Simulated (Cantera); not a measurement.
Charge: 1 mol SiO₂, a varied amount of H₂, at 1748 K and 3.75 Torr.

These are equilibrium values from Cantera (NASA tables, ideal gas, pure condensed phases), not measurements of a reactor. Candidate condensed phases: H₂O, Si, SiO₂; 18 gas species. The tables hold silica as quartz up to 1696 K and as liquid above; real silica turns to tridymite and cristobalite and melts near 1996 K. The numbers say what is thermodynamically allowed, not how fast it happens.

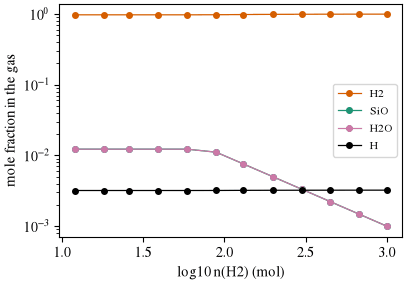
Figure: Equilibrium gas composition (values under 1e-9 drawn at 1e-9)

Task: Read off the mole fractions at 200 mol H₂.

Result: H₂ about 0.99, SiO about 0.0050, H₂O about 0.0050, H about 0.0032.
